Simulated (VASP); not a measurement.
Band structure of InAs (relaxed from the NiAs type structure, space group P6_3/mmc). Calculation: PBEsol GGA, VASP's PBE PAW potentials (set 64) (plane waves; VASP).

Unless said otherwise, spin-orbit coupling is left out, though it shifts the bands of the heavy elements here.

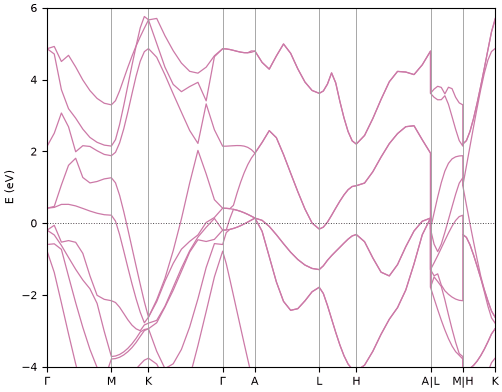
*Bands along high-symmetry lines, zero at the valence-band maximum or, without a gap, the Fermi level*

### Question
Read the plot: is there a gap, and where are the band edges?

### Answer
It has no gap at this level: it comes out as a metal or semimetal. (Edges off the drawn lines would not show.)

The structure was generated: InAs was put into the NiAs type type (P6_3/mmc), which need not be its known phase. It was relaxed first, which changed the volume by +6 %.
